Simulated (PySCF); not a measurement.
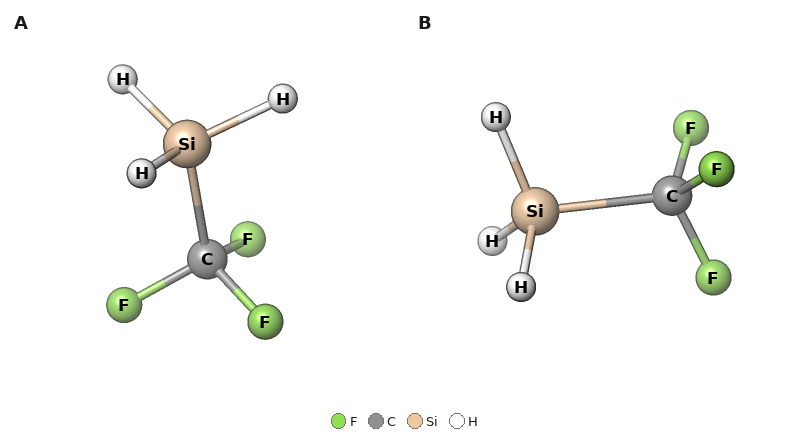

Atoms fade into the background with distance from the viewer. The geometry was computed by an optimisation with PBE0-D3(BJ)/def2-SVP. No frequency run is at hand to confirm it as a minimum.

> Are A and B the same structure? If not, how do they differ?

Yes. They are the same structure, CH3F3Si (FC(F)(F)[SiH3]), seen from two directions. With point group C3v it is achiral, so its mirror image would be the same too.
